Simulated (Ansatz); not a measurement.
```yaml
crystal:
  lattice:
    - [5.52394, 0.00000, 0.00000]
    - [-2.76197, 4.78387, 0.00000]
    - [0.00000, 0.00000, 7.34226]
  atoms:
    - { symbol: Li, position: [0.50000, 0.00000, 0.50000] }
    - { symbol: Li, position: [0.00000, 0.50000, 0.50000] }
    - { symbol: Li, position: [0.50000, 0.50000, 0.50000] }
    - { symbol: Li, position: [0.00000, 0.00000, 0.00000] }
    - { symbol: Li, position: [0.50000, 0.00000, 0.00000] }
    - { symbol: Li, position: [0.00000, 0.50000, 0.00000] }
    - { symbol: Li, position: [0.50000, 0.50000, 0.00000] }
    - { symbol: Li, position: [0.33333, 0.66667, 0.74877] }
    - { symbol: Li, position: [0.66667, 0.33333, 0.25123] }
    - { symbol: B, position: [0.10084, 0.89916, 0.72789] }
    - { symbol: B, position: [0.10084, 0.20167, 0.72789] }
    - { symbol: B, position: [0.79833, 0.89916, 0.72789] }
    - { symbol: B, position: [0.89916, 0.10084, 0.27211] }
    - { symbol: B, position: [0.20167, 0.10084, 0.27211] }
    - { symbol: B, position: [0.89916, 0.79833, 0.27211] }
```

Space group P-3m1; a structure generated by program, which may or may not match a known phase; computed without spin polarisation.

Level of theory: DFT PBE, scalar-relativistic, plane waves, PAW in Ansatz.

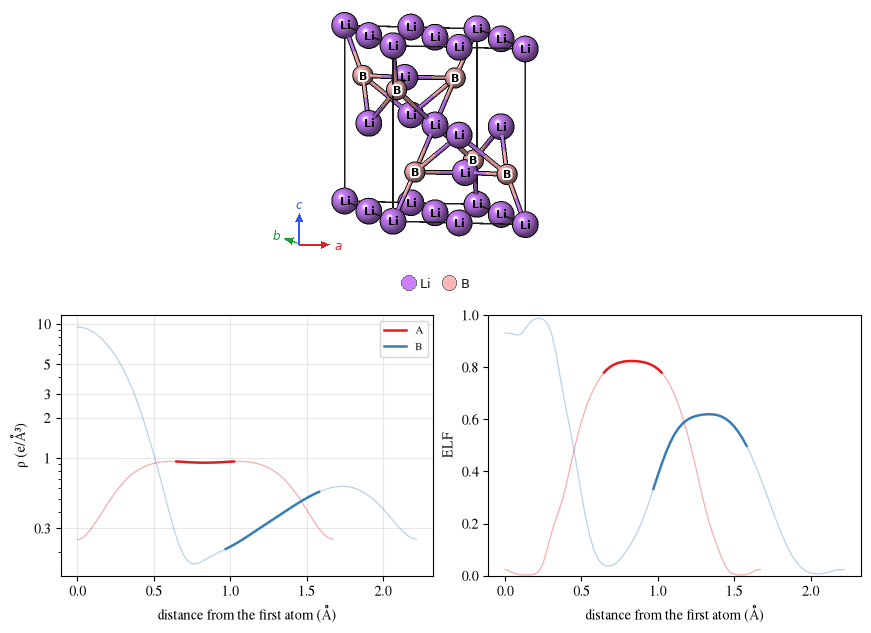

Li3B2. Valence charge density (pseudo) and electron localisation function along straight lines between neighbouring atoms. Thin, pale parts lie inside the atomic spheres. The structure is drawn too.

In a PAW calculation such maps are meaningful between the atoms, not at the nuclei.

Which curve belongs to which contact (B–B and Li–B)? The first atom named is at distance zero.

Curve A: B–B (1.67 Å): ρ at the midpoint is about 0.92 e/Å³; the ELF peaks at about 0.80 between the atoms. Curve B: Li–B (2.22 Å): the density is about 0.26 e/Å³ at the midpoint; the ELF peaks at about 0.60 in the valence shell of B, 0.9 Å from its nucleus, and is about 0.55 at the midpoint.
